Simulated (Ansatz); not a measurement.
| atom | x (Å) | y (Å) | z (Å) |
| --- | --- | --- | --- |
| B | 0.2883 | -1.1014 | 0.1741 |
| C | -0.2768 | 0.3061 | -0.2194 |
| H | 1.1930 | -1.2998 | 0.9217 |
| H | -1.1526 | 0.2826 | -0.8580 |
| H | 0.5044 | 0.8645 | -0.7384 |
| H | -0.5141 | 0.8840 | 0.6739 |

The calculation used Ansatz, UHF/6-31G*.

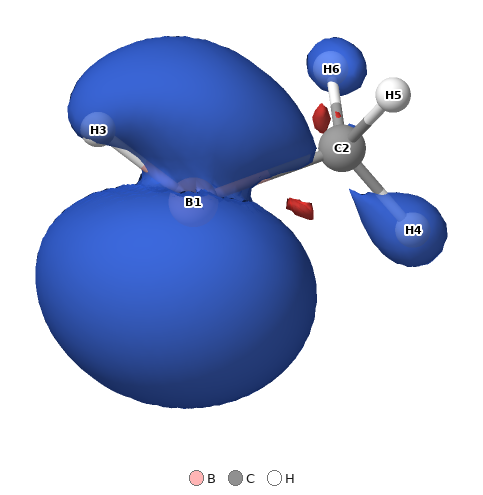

CH4B (doublet). Isosurfaces of the spin density at +0.015 (blue) and −0.015 e/Å³ (red), seen at a tilt.

Which atoms carry the spin?

The unpaired spin (1 electron) lies mostly on B1 (about 0.8), in electrons by Hirshfeld's partition.
